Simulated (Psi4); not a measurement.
**Cl2: geometry relaxation (part 1 of 4)**

System: Cl2, SMILES ClCl.
Method: B3LYP/cc-pCVDZ, RKS (Psi4 1.11).

The geometry comes from this level: PBE0-D4/def2-TZVP.

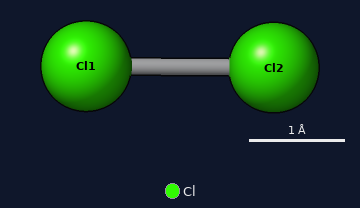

The structure as given in the input (ball-and-stick view, seen on its broad side; atoms are numbered from 1 in the order of the input).

### Input file (run.py)
```python
import psi4

psi4.set_memory(1600000000)
psi4.set_num_threads(1)
psi4.core.set_output_file('cl2.out', False)

molecule = psi4.geometry("""
0 1
Cl     1.59812249    -0.53214688     0.81938525
Cl    -1.59812249     0.53214688    -0.81938525
units au
symmetry c1
""")

psi4.set_options({
    'basis': 'cc-pCVDZ',
    'puream': True,
    'scf_type': 'pk',
    'dft_radial_points': 99,
    'dft_spherical_points': 590,
    'g_convergence': 'gau_tight',
    'geom_maxiter': 50,
})

e, wfn = psi4.optimize('b3lyp', molecule=molecule, return_wfn=True)
print(f'b3lyp energy: {e:.10f} Eh')
molecule.save_xyz_file('final.xyz', False)
```

Hardware: 1 thread of Intel Xeon @ 2.50GHz (Skylake/Cascade Lake), 16 GiB of memory available, shared host.

Run as:
```bash
python run.py
```

### Log
```
gradient() will perform analytic gradient computation.

   => Loading Basis Set <=

    Name: CC-PCVDZ
    Role: ORBITAL
    Keyword: BASIS

         ---------------------------------------------------------
                                   SCF
                              RKS Reference
                        1 Threads,   1525 MiB Core
         ---------------------------------------------------------

  ==> Geometry <==

    Molecular point group: c1
    Full point group: D_inf_h

    Geometry (in Bohr), charge = 0, multiplicity = 1:

       Center              X                  Y                   Z               Mass
    ------------   -----------------  -----------------  -----------------  -----------------
         CL           1.873117183428    -0.000000000000    -0.000000000000    34.968852682000
         CL          -1.873117183428     0.000000000000     0.000000000000    34.968852682000

  Running in c1 symmetry.

  Rotational constants: A = ************  B =      0.24533  C =      0.24533 [cm^-1]
  Rotational constants: A = ************  B =   7354.84727  C =   7354.84727 [MHz]
  Nuclear repulsion =   77.144132400468280

  Charge       = 0
  Multiplicity = 1
  Electrons    = 34
  Nalpha       = 17
  Nbeta        = 17

  ==> Algorithm <==

  SCF Algorithm Type is PK.
  DIIS enabled.
  MOM disabled.
  Fractional occupation disabled.
  Guess Type is SAD.
  Energy threshold   = 1.00e-08
  Density threshold  = 1.00e-08
  Integral threshold = 1.00e-12

  ==> Primary Basis <==

  Basis Set: CC-PCVDZ
    Blend: CC-PCVDZ
    Number of shells: 22
    Number of basis functions: 54
    Number of Cartesian functions: 58
    Spherical Harmonics?: true
    Max angular momentum: 2

  ==> DFT Potential <==

   => LibXC <=

    Version 7.1.2

   => Composite Functional: B3LYP <=

    B3LYP Hyb-GGA Exchange-Correlation Functional

    Deriv               =              1
    GGA                 =           TRUE
    Meta                =          FALSE

    Exchange Hybrid     =           TRUE
    MP2 Hybrid          =          FALSE

   => Exchange Functionals <=

    0.0800   Slater exchange
    0.7200         Becke 88

   => Exact (HF) Exchange <=

    0.2000               HF

   => Correlation Functionals <=

    0.1900   Vosko, Wilk & Nusair (VWN5_RPA)
    0.8100   Lee, Yang & Parr

   => LibXC Density Thresholds  <==

    XC_HYB_GGA_XC_B3LYP:  1.00E-15

   => Molecular Quadrature <=

    Radial Scheme          =       TREUTLER
    Pruning Scheme         =           NONE
    Nuclear Scheme         =       TREUTLER

    Blocking Scheme        =         OCTREE
    BS radius alpha        =              1
    Pruning alpha          =              1
    Radial Points          =             99
    Spherical Points       =            590
    Total Points           =         102380
    Total Blocks           =            826
    Max Points             =            254
    Max Functions          =             48
    Weights Tolerance      =       1.00E-15

  ==> Integral Setup <==

  Using in-core PK algorithm.
   Calculation information:
      Number of atoms:                   2
      Number of AO shells:              22
      Number of primitives:            106
      Number of atomic orbitals:        58
      Number of basis functions:        54

      Integral cutoff                 1.00e-12
      Number of threads:                 1

  Performing in-core PK
  Using 2206710 doubles for integral storage.
  We computed 30036 shell quartets total.
  Whereas there are 32131 unique shell quartets.

  ==> DiskJK: Disk-Based J/K Matrices <==

    J tasked:                  Yes
    K tasked:                  Yes
    wK tasked:                  No
    Memory [MiB]:             1018
    Schwarz Cutoff:          1E-12

  Cached 100.0% of DFT collocation blocks in 0.122 [GiB].

  Minimum eigenvalue in the overlap matrix is 3.1246653122E-02.
  Reciprocal condition number of the overlap matrix is 1.1797894102E-02.
    Using symmetric orthogonalization.

  ==> Pre-Iterations <==

  SCF Guess: Superposition of Atomic Densities via on-the-fly atomic UHF (no occupation information).

   -------------------------
    Irrep   Nso     Nmo
   -------------------------
     A         54      54
   -------------------------
    Total      54      54
   -------------------------

  ==> Iterations <==

                        Total Energy        Delta E     RMS |[F,P]|

   @RKS iter SAD:  -920.35140321522351   -9.20351e+02   0.00000e+00
   @RKS iter   1:  -920.38518307550885   -3.37799e-02   6.12368e-03 DIIS/ADIIS
   @RKS iter   2:  -920.39592851411169   -1.07454e-02   3.13528e-03 DIIS/ADIIS
   @RKS iter   3:  -920.40088192120049   -4.95341e-03   1.55552e-04 DIIS/ADIIS
   @RKS iter   4:  -920.40090770979384   -2.57886e-05   2.65564e-05 DIIS
   @RKS iter   5:  -920.40090849986348   -7.90070e-07   1.03157e-05 DIIS
   @RKS iter   6:  -920.40090860468320   -1.04820e-07   2.38271e-07 DIIS
   @RKS iter   7:  -920.40090860475118   -6.79847e-11   7.12708e-09 DIIS
  Energy and wave function converged.

  ==> Post-Iterations <==

   Electrons on quadrature grid:
      Ntotal   =   34.0000001184 ; deviation = 1.184e-07

    Orbital Energies [Eh]
    ---------------------

    Doubly Occupied:

       1A   -101.568344     2A   -101.568341     3A     -9.500758
       4A     -9.500710     5A     -7.265411     6A     -7.265249
       7A     -7.250157     8A     -7.250157     9A     -7.250148
      10A     -7.250148    11A     -0.943352    12A     -0.768265
      13A     -0.475998    14A     -0.410650    15A     -0.410650
      16A     -0.305406    17A     -0.305406

    Virtual:

      18A     -0.117973    19A      0.396096    20A      0.468980
      21A      0.493550    22A      0.493550    23A      0.533286
      24A      0.533286    25A      0.549468    26A      0.549468
      27A      0.553596    28A      0.648484    29A      0.648484
      30A      0.705154    31A      0.705154    32A      0.728196
      33A      0.802559    34A      0.877493    35A      0.877493
      36A      1.320946    37A     11.391825    38A     11.391825
      39A     11.393310    40A     11.422171    41A     11.422171
      42A     11.467421    43A     15.016934    44A     15.021750
      45A     15.021750    46A     15.047507    47A     15.047510
      48A     15.052931    49A     15.052933    50A     15.062317
      51A     15.062317    52A     15.123900    53A     18.684386
      54A     18.814004

    Final Occupation by Irrep:
              A
    DOCC [    17 ]
    NA   [    17 ]
    NB   [    17 ]

  @RKS Final Energy:  -920.40090860475118

   => Energetics <=

    Nuclear Repulsion Energy =             77.1441324004682798
    One-Electron Energy =               -1424.1663455917339434
    Two-Electron Energy =                 472.1463227029241239
    DFT Exchange-Correlation Energy =     -45.5250181164097825
    Empirical Dispersion Energy =           0.0000000000000000
    VV10 Nonlocal Energy =                  0.0000000000000000
    Total Energy =                       -920.4009086047511801

Computation Completed

Properties will be evaluated at   0.000000,   0.000000,   0.000000 [a0]

Properties computed using the SCF density matrix

 Multipole Moments:

 ------------------------------------------------------------------------------------
     Multipole            Electronic (a.u.)      Nuclear  (a.u.)        Total (a.u.)
 ------------------------------------------------------------------------------------

 L = 1.  Multiply by 2.5417464519 to convert [e a0] to [Debye]
 Dipole X            :         -0.0000000            0.0000000           -0.0000000
 Dipole Y            :         -0.0000000            0.0000000           -0.0000000
 Dipole Z            :         -0.0000000            0.0000000           -0.0000000
 Magnitude           :                                                    0.0000000

 ------------------------------------------------------------------------------------

	total time  =          4 seconds =       0.07 minutes

         ------------------------------------------------------------
                                   SCF GRAD
         ------------------------------------------------------------

  ==> Geometry <==

    Molecular point group: c1
    Full point group: D_inf_h

    Geometry (in Bohr), charge = 0, multiplicity = 1:

       Center              X                  Y                   Z               Mass
    ------------   -----------------  -----------------  -----------------  -----------------
         CL           1.873117183428    -0.000000000000    -0.000000000000    34.968852682000
         CL          -1.873117183428     0.000000000000     0.000000000000    34.968852682000

  Nuclear repulsion =   77.144132400468280

  ==> Basis Set <==

  Basis Set: CC-PCVDZ
    Blend: CC-PCVDZ
    Number of shells: 22
    Number of basis functions: 54
    Number of Cartesian functions: 58
    Spherical Harmonics?: true
    Max angular momentum: 2

  ==> DirectJKGrad: Integral-Direct SCF Gradients <==

    Gradient:                    1
    J tasked:                  Yes
    K tasked:                  Yes
    wK tasked:                  No
    Integrals threads:           1
    Schwarz Cutoff:          1E-12

   => Molecular Quadrature <=

    Radial Scheme          =       TREUTLER
    Pruning Scheme         =           NONE
    Nuclear Scheme         =       TREUTLER

    Blocking Scheme        =         OCTREE
    BS radius alpha        =              1
    Pruning alpha          =              1
    Radial Points          =             99
    Spherical Points       =            590
    Total Points           =         102380
    Total Blocks           =            826
    Max Points             =            254
    Max Functions          =             48
    Weights Tolerance      =       1.00E-15

  -Total Gradient:
     Atom            X                  Y                   Z
    ------   -----------------  -----------------  -----------------
       1       -0.025140467507    -0.000000000000     0.000000000000
       2        0.025140467506     0.000000000000     0.000000000000

	total time  =          8 seconds =       0.13 minutes

    			-----------------------------------------

    			 OPTKING 3.0: for geometry optimizations

    			        with contributions from

    			-----------------------------------------

	                            ===> Fragment 1 <==

	 Z (Atomic Numbers)          Masses                          Geom
	      17.000000            34.968853          1.87311718 -0.00000000 -0.00000000
	      17.000000            34.968853         -1.87311718  0.00000000  0.00000000

	 - Coordinate -           - BOHR/RAD -       - ANG/DEG -
	 R(1,2)           =         3.746234           1.982422

	        --- Internal Coordinate Step in ANG or DEG, aJ/ANG or AJ/DEG ---
	-------------------------------------------------------------------------------
	           Coordinate      Previous         Force          Change          New
	           ----------      --------        ------          ------        ------
	               R(1,2)       1.98242        0.20713        0.03610       2.01852
	-------------------------------------------------------------------------------

	                                 ==> Convergence Check <==

	Measures of convergence in internal coordinates in au.

	Criteria marked as inactive (o), active & met (*), and active & unmet ( ).

	----------------------------------------------------------------------------------------------~
	   Step    Total Energy     Delta E     Max Force     RMS Force      Max Disp      RMS Disp   ~
	----------------------------------------------------------------------------------------------~
	  Convergence Criteria              o    1.50e-05 *    1.00e-05 *    6.00e-05 *    4.00e-05 *~
	----------------------------------------------------------------------------------------------~
	     1    -920.40090860   -9.20e+02 o    2.51e-02      2.51e-02      6.82e-02      6.82e-02    ~
	----------------------------------------------------------------------------------------------

Next Geometry in Ang
	Fragment 1 (Ang)

	   Cl   1.0092588743  -0.0000000000  -0.0000000000
	   Cl  -1.0092588743   0.0000000000   0.0000000000

    Structure for next step:
    Molecular point group: c1
    Full point group: D_inf_h

    Geometry (in Bohr), charge = 0, multiplicity = 1:

    CL           1.907222862051    -0.000000000000    -0.000000000000
    CL          -1.907222862051     0.000000000000     0.000000000000

gradient() will perform analytic gradient computation.

  ==> Geometry <==

    Molecular point group: c1
    Full point group: D_inf_h

    Geometry (in Bohr), charge = 0, multiplicity = 1:

       Center              X                  Y                   Z               Mass
    ------------   -----------------  -----------------  -----------------  -----------------
         CL           1.907222862051    -0.000000000000    -0.000000000000    34.968852682000
         CL          -1.907222862051     0.000000000000     0.000000000000    34.968852682000

  Running in c1 symmetry.

  Rotational constants: A = ************  B =      0.23664  C =      0.23664 [cm^-1]
  Rotational constants: A = ************  B =   7094.15489  C =   7094.15489 [MHz]
  Nuclear repulsion =   75.764611926145108

  Charge       = 0
  Multiplicity = 1
  Electrons    = 34
  Nalpha       = 17
  Nbeta        = 17

  ==> Algorithm <==

  SCF Algorithm Type is PK.
  DIIS enabled.
  MOM disabled.
  Fractional occupation disabled.
  Guess Type is READ.
  Energy threshold   = 1.00e-08
  Density threshold  = 1.00e-08
  Integral threshold = 1.00e-12

   => Molecular Quadrature <=

    Radial Scheme          =       TREUTLER
    Pruning Scheme         =           NONE
    Nuclear Scheme         =       TREUTLER

    Blocking Scheme        =         OCTREE
    BS radius alpha        =              1
    Pruning alpha          =              1
    Radial Points          =             99
    Spherical Points       =            590
    Total Points           =         102396
    Total Blocks           =            834
    Max Points             =            256
    Max Functions          =             48
    Weights Tolerance      =       1.00E-15

   => Loading Basis Set <=

    Name: CC-PCVDZ
    Role: ORBITAL
    Keyword: BASIS

  Reading orbitals from file scr/output.180.npy, no projection.

  ==> Integral Setup <==

  Using in-core PK algorithm.
   Calculation information:
      Number of atoms:                   2
      Number of AO shells:              22
      Number of primitives:            106
      Number of atomic orbitals:        58
      Number of basis functions:        54

      Integral cutoff                 1.00e-12
      Number of threads:                 1

  Performing in-core PK
  Using 2206710 doubles for integral storage.
  We computed 30007 shell quartets total.
  Whereas there are 32131 unique shell quartets.

  ==> DiskJK: Disk-Based J/K Matrices <==

    J tasked:                  Yes
    K tasked:                  Yes
    wK tasked:                  No
    Memory [MiB]:             1019
    Schwarz Cutoff:          1E-12

  Cached 100.0% of DFT collocation blocks in 0.122 [GiB].

  Minimum eigenvalue in the overlap matrix is 3.3022005982E-02.
  Reciprocal condition number of the overlap matrix is 1.2608568652E-02.
    Using symmetric orthogonalization.

  ==> Pre-Iterations <==

  SCF Guess: Orbitals guess was supplied from a previous computation.

   -------------------------------------------------------
    Irrep   Nso     Nmo     Nalpha   Nbeta   Ndocc  Nsocc
   -------------------------------------------------------
     A         54      54      17      17      17       0
   -------------------------------------------------------
    Total      54      54      17      17      17       0
   -------------------------------------------------------

  ==> Iterations <==

                        Total Energy        Delta E     RMS |[F,P]|

   @RKS iter   0:  -920.38978732900830   -9.20390e+02   1.19683e-03
   @RKS iter   1:  -920.40199756249467   -1.22102e-02   2.84665e-04 DIIS/ADIIS
   @RKS iter   2:  -920.40201206193490   -1.44994e-05   2.71429e-04 DIIS/ADIIS
   @RKS iter   3:  -920.40208739173772   -7.53298e-05   1.51426e-05 DIIS
   @RKS iter   4:  -920.40208757273729   -1.81000e-07   1.89408e-06 DIIS
   @RKS iter   5:  -920.40208757701976   -4.28247e-09   3.02603e-07 DIIS
   @RKS iter   6:  -920.40208757711014   -9.03810e-11   3.28239e-08 DIIS
   @RKS iter   7:  -920.40208757711173   -1.59162e-12   1.97001e-09 DIIS
  Energy and wave function converged.

  ==> Post-Iterations <==

   Electrons on quadrature grid:
      Ntotal   =   34.0000001857 ; deviation = 1.857e-07

    Final Occupation by Irrep:
              A
    DOCC [    17 ]
    NA   [    17 ]
    NB   [    17 ]

  @RKS Final Energy:  -920.40208757711173

   => Energetics <=

    Nuclear Repulsion Energy =             75.7646119261451076
    One-Electron Energy =               -1421.4139335485115225
    Two-Electron Energy =                 470.7614994909520192
    DFT Exchange-Correlation Energy =     -45.5142654456973403
    Empirical Dispersion Energy =           0.0000000000000000
    VV10 Nonlocal Energy =                  0.0000000000000000
    Total Energy =                       -920.4020875771117289

Computation Completed

Properties will be evaluated at   0.000000,   0.000000,   0.000000 [a0]

Properties computed using the SCF density matrix

 Multipole Moments:
```
